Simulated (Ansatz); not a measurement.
**Nudged elastic band, with input and output: ZrNH₄Cl₃ (part 2 of 2)**

The same run, continued: ZrNH₄Cl₃; RHF/def2-SVP (Ansatz 0.2.0). It belongs to a series of runs on one base structure; here: band between the two ends.

Geometry of the input (Å):
```
Zr -0.2778  0.3834  0.0353
N  -0.2418  0.3364  2.0297
H  -0.8635  0.8440  2.6382
H  0.3922  -0.2080  2.5922
Cl 1.9707  0.3781  -0.7313
Cl -1.4904  2.3303  -0.5656
Cl -1.3792  -1.5589  -0.7887
H  2.2284  -2.5627  1.5834
H  1.6429  -2.9479  1.8421
```

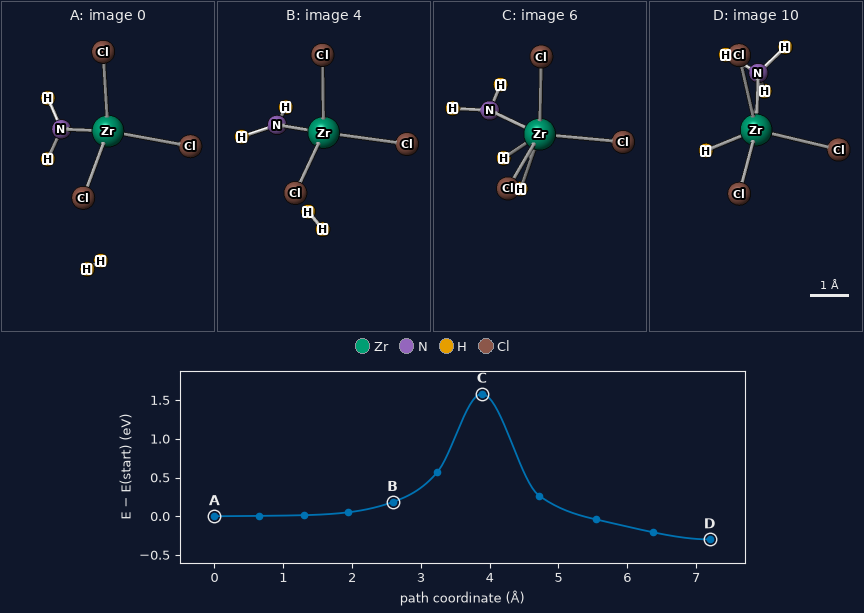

**Figure 1.** Images of the last band (counted from 0; ball-and-stick, seen at a tilt) above the energy along the path; the line is a cubic interpolation that uses the forces. The highest image is number 6, 1.581 eV above the start and 1.880 eV above the end (the climbing image); the end lies 0.299 eV below the start. The path is 7.20 Å long. The band converged in 23 iterations.

```
Total energy: -40314.67368812 eV, -1481.5369317713 hartree
Atom 0 at     0.176228    -0.212766     0.083882 Å, force     0.002903     0.001905     0.016564 eV/Å
Atom 1 at     0.084145    -0.165357     2.250280 Å, force     0.027645     0.026062    -0.015004 eV/Å
Atom 2 at    -0.798031    -0.249081     2.731785 Å, force     0.004007    -0.023626    -0.001510 eV/Å
Atom 3 at     0.712515     0.385981     2.813603 Å, force    -0.003496     0.010103    -0.000978 eV/Å
Atom 4 at     2.260921     0.227516    -0.955181 Å, force    -0.001408     0.002408     0.004740 eV/Å
Atom 5 at    -0.979745     1.853925    -0.284195 Å, force    -0.001278     0.000451    -0.000947 eV/Å
Atom 6 at    -1.312702    -1.788619    -0.865178 Å, force    -0.001354    -0.004771    -0.004957 eV/Å
Atom 7 at     1.123718    -1.790935     1.047662 Å, force    -0.004368    -0.005364    -0.002436 eV/Å
Atom 8 at     0.714548    -1.265963     1.812540 Å, force    -0.022652    -0.007168     0.004527 eV/Å
Dipole moment:     0.043192    -0.099446     0.915474 e Å
this run last wrote the band of iteration 23 to [file]; this run last wrote the band within `neb.f_tol` of iteration 22 to [file]
```

The last band as extended XYZ (Å, eV, eV/Å):
```
9
Properties=species:S:1:pos:R:3:forces:R:3 image=0 energy=-40316.25490
Zr   -0.2778    0.3834    0.0353   -0.0051   0.0019   0.0023
N    -0.2418    0.3364    2.0297    0.0042  -0.0037   0.0025
H    -0.8635    0.8440    2.6382    0.0000   0.0040   0.0000
H     0.3922   -0.2080    2.5922   -0.0045  -0.0004  -0.0025
Cl    1.9707    0.3781   -0.7313    0.0000  -0.0004  -0.0013
Cl   -1.4904    2.3303   -0.5656    0.0034  -0.0024   0.0008
Cl   -1.3792   -1.5589   -0.7887    0.0014  -0.0006  -0.0012
H     2.2284   -2.5627    1.5834    0.0000   0.0016  -0.0001
H     1.6429   -2.9479    1.8421    0.0007   0.0001  -0.0004
9
Properties=species:S:1:pos:R:3:forces:R:3 image=1 energy=-40316.25029
Zr   -0.2572    0.3826    0.0577   -0.0008   0.0006  -0.0002
N    -0.2336    0.3672    2.0530   -0.0003   0.0014  -0.0010
H    -1.0286    0.5063    2.6558   -0.0001   0.0051   0.0002
H     0.5824    0.2086    2.6220   -0.0017  -0.0044   0.0000
Cl    2.0090    0.3684   -0.6414   -0.0007  -0.0004  -0.0001
Cl   -1.4415    2.3159   -0.6511   -0.0010   0.0007   0.0004
Cl   -1.4324   -1.5302   -0.7301   -0.0004   0.0006  -0.0008
H     2.1860   -2.6848    1.4431    0.0030   0.0002   0.0018
H     1.5976   -2.9394    1.8262    0.0020  -0.0038  -0.0002
9
Properties=species:S:1:pos:R:3:forces:R:3 image=2 energy=-40316.24142
Zr   -0.2078    0.3444    0.0756   -0.0046   0.0047   0.0107
N    -0.1830    0.3104    2.0719    0.0023  -0.0063  -0.0245
H    -0.9693    0.1137    2.6698   -0.0014   0.0092   0.0054
H     0.6257    0.4903    2.6450   -0.0046   0.0026   0.0045
Cl    2.0545    0.3958   -0.6350   -0.0016   0.0026  -0.0011
Cl   -1.3628    2.2901   -0.6561   -0.0042   0.0055  -0.0023
Cl   -1.4148   -1.5564   -0.6825   -0.0028   0.0050  -0.0019
H     1.9726   -2.7249    1.3002    0.0096  -0.0079   0.0064
H     1.4666   -2.6687    1.8462    0.0073  -0.0155   0.0028
9
Properties=species:S:1:pos:R:3:forces:R:3 image=3 energy=-40316.20417
Zr   -0.1266    0.2496    0.1176   -0.0154   0.0226   0.0067
N    -0.1244    0.2318    2.1171   -0.0098   0.0129  -0.0581
H    -0.9065   -0.0264    2.6972    0.0020   0.0135   0.0137
H     0.6483    0.4927    2.7081   -0.0060   0.0064   0.0043
Cl    2.1255    0.3494   -0.6257   -0.0091   0.0151   0.0114
Cl   -1.2836    2.1885   -0.6202   -0.0186   0.0246  -0.0122
Cl   -1.3359   -1.6469   -0.6492   -0.0070   0.0157   0.0030
H     1.6674   -2.5560    1.1446    0.0375  -0.0543   0.0106
H     1.3174   -2.2880    1.7457    0.0264  -0.0565   0.0205
9
Properties=species:S:1:pos:R:3:forces:R:3 image=4 energy=-40316.07202
Zr   -0.0301    0.1074    0.1658   -0.0510   0.0819  -0.0136
N    -0.0783    0.1546    2.1705   -0.0450   0.0507  -0.0366
H    -0.8769   -0.1025    2.7289   -0.0098   0.0457   0.0027
H     0.6620    0.4513    2.7855   -0.0037   0.0217  -0.0058
Cl    2.1842    0.2618   -0.6932   -0.0172   0.0260   0.0727
Cl   -1.1680    2.0593   -0.5437   -0.0514   0.0658  -0.0658
Cl   -1.2963   -1.7265   -0.6725   -0.0091   0.0292   0.0528
H     1.4438   -2.2644    1.0461    0.0937  -0.1503  -0.0070
H     1.1412   -1.9463    1.6478    0.0935  -0.1708   0.0006
9
Properties=species:S:1:pos:R:3:forces:R:3 image=5 energy=-40315.68628
Zr    0.0736   -0.0606    0.1780   -0.1805   0.2744   0.1777
N    -0.0283    0.0604    2.2033   -0.1901   0.3605  -0.1182
H    -0.8446   -0.1728    2.7443   -0.0618   0.1137   0.0405
H     0.6823    0.4184    2.8204   -0.0338   0.0270   0.0360
Cl    2.2192    0.1939   -0.8476   -0.0664  -0.0344   0.2008
Cl   -1.0516    1.9242   -0.4266   -0.1116   0.1517  -0.2059
Cl   -1.2767   -1.7907   -0.7613    0.0486   0.0421   0.1474
H     1.2574   -1.9743    1.0697    0.2004  -0.3334   0.0102
H     0.9503   -1.6040    1.6548    0.3951  -0.6016  -0.2885
9
Properties=species:S:1:pos:R:3:forces:R:3 image=6 energy=-40314.67369
Zr    0.1762   -0.2128    0.0839    0.0029   0.0019   0.0166
N     0.0841   -0.1654    2.2503    0.0276   0.0261  -0.0150
H    -0.7980   -0.2491    2.7318    0.0040  -0.0236  -0.0015
H     0.7125    0.3860    2.8136   -0.0035   0.0101  -0.0010
Cl    2.2609    0.2275   -0.9552   -0.0014   0.0024   0.0047
Cl   -0.9797    1.8539   -0.2842   -0.0013   0.0005  -0.0009
Cl   -1.3127   -1.7886   -0.8652   -0.0014  -0.0048  -0.0050
H     1.1237   -1.7909    1.0477   -0.0044  -0.0054  -0.0024
H     0.7145   -1.2660    1.8125   -0.0227  -0.0072   0.0045
9
Properties=species:S:1:pos:R:3:forces:R:3 image=7 energy=-40315.98739
Zr    0.2770   -0.3316   -0.0734    0.1072  -0.1288  -0.1553
N     0.0985   -0.2634    2.2738   -0.0027  -0.0921   0.0243
H    -0.8214   -0.2456    2.6882   -0.0176   0.0512  -0.0440
H     0.6650    0.4143    2.7623   -0.0261   0.0627  -0.0594
Cl    2.2839    0.3073   -1.1529    0.0321   0.0447  -0.1915
Cl   -0.9142    1.8068    0.0024    0.0642  -0.0681   0.2425
Cl   -1.3327   -1.7914   -1.0127   -0.0140  -0.0277  -0.1248
H     1.2052   -1.7290    0.7562    0.0370   0.0272  -0.2664
H     0.5204   -1.1728    2.3913   -0.1801   0.1309   0.5746
9
Properties=species:S:1:pos:R:3:forces:R:3 image=8 energy=-40316.29552
Zr    0.3624   -0.3386   -0.0896    0.0232  -0.0044  -0.0091
N     0.0012   -0.3781    2.2846   -0.0394  -0.0351   0.0009
H    -0.9439   -0.1903    2.5835   -0.0321   0.0299  -0.0350
H     0.5765    0.3321    2.7158   -0.0165  -0.0206  -0.0112
Cl    2.1095    0.3415   -1.5468   -0.0427  -0.0089  -0.1091
Cl   -0.7026    1.8266    0.3016    0.0662   0.0056   0.0721
Cl   -1.2494   -1.8258   -0.9911    0.0163  -0.0112   0.0115
H     1.5347   -1.5092    0.7120    0.0827   0.0561   0.0026
H     0.2933   -1.2635    2.6651   -0.0579  -0.0114   0.0774
9
Properties=species:S:1:pos:R:3:forces:R:3 image=9 energy=-40316.46142
Zr    0.4452   -0.2541   -0.0749    0.0179   0.0190  -0.0022
N    -0.1056   -0.4875    2.2686   -0.0302  -0.0084  -0.0076
H    -1.0650   -0.2794    2.5012   -0.0261  -0.0141  -0.0233
H     0.4601    0.1769    2.7768   -0.0202  -0.0347   0.0140
Cl    1.9083    0.2714   -1.8746   -0.0436  -0.0303  -0.0770
Cl   -0.4333    1.9484    0.4194    0.0681   0.0265   0.0204
Cl   -1.1696   -1.8555   -0.7782    0.0131  -0.0102   0.0529
H     1.8230   -1.1258    0.7627    0.0594   0.0822   0.0218
H     0.1185   -1.3996    2.6342   -0.0384  -0.0299   0.0010
9
Properties=species:S:1:pos:R:3:forces:R:3 image=10 energy=-40316.55417
Zr    0.5283   -0.1404   -0.0427    0.0058   0.0014  -0.0135
N    -0.1801   -0.5797    2.2388    0.0133   0.0079  -0.0214
H    -1.1588   -0.3806    2.3823   -0.0061  -0.0023   0.0122
H     0.3383   -0.0185    2.8971   -0.0061  -0.0001   0.0055
Cl    1.6862    0.1321   -2.1035    0.0024  -0.0037   0.0005
Cl   -0.1401    2.0999    0.5001   -0.0034  -0.0067   0.0105
Cl   -1.0899   -1.8398   -0.5474   -0.0007   0.0012   0.0046
H     2.0300   -0.7328    0.8214    0.0002   0.0007  -0.0005
H    -0.0323   -1.5455    2.4890   -0.0054   0.0016   0.0021
```

Results in brief:

- outcome: converged
- barrier, forward: 1.581 eV
- barrier, backward: 1.881 eV
- wall time: 5.3 min (CPU time 9.8 min)
- peak memory: 0.31 GiB

Remarks:

The order of the saddle point was not checked.
